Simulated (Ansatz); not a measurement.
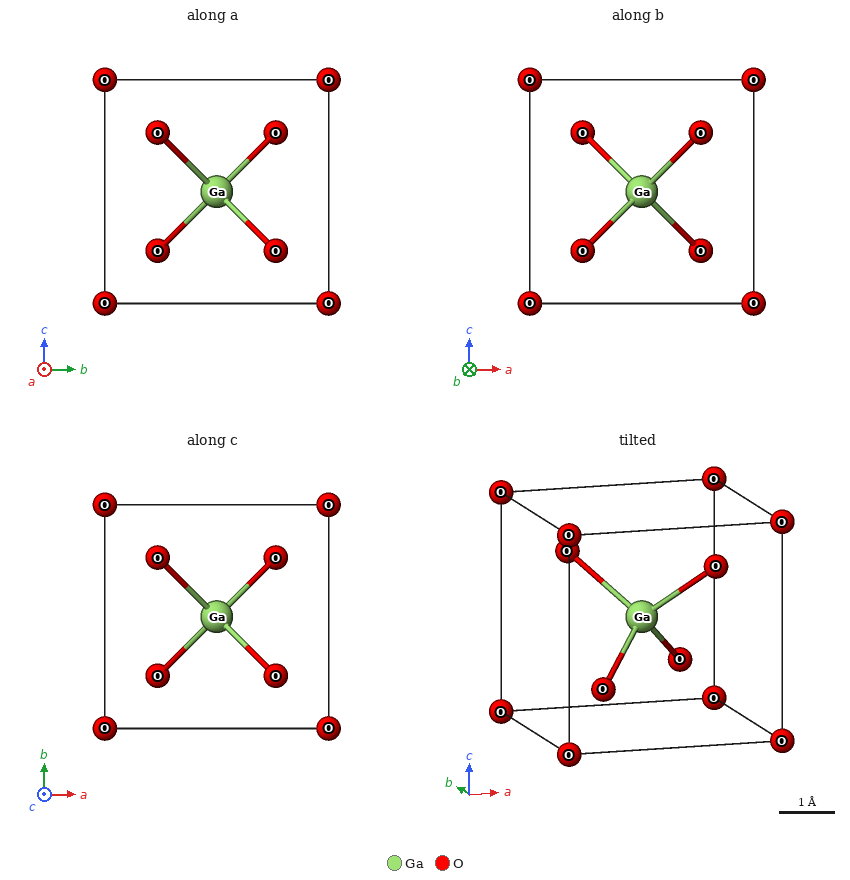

An orthographic ball-and-stick view of the structure, along the a axis, along the b axis, along the c axis and slightly off an axis. The edges of the conventional unit cell are marked.

Lattice parameters: a = 4.103 Å, b = 4.103 Å, c = 4.103 Å, α = 90.00°, β = 90.00°, γ = 90.00°.

**Convert the drawing into a table of Wyckoff sites, with free fractional coordinates to two decimals.**

Space group P-43m (No. 215).
```
atom  site     x     y     z
  Ga    1b  0.50  0.50  0.50
   O    1a  0.00  0.00  0.00
   O    4e  0.24  0.24  0.24
```

The cell started as a random cell made by a generator, so it need not be a real form of the compound. The final geometry of a relaxation with Ansatz, DFT PBE, scalar-relativistic, plane waves, PAW is shown.
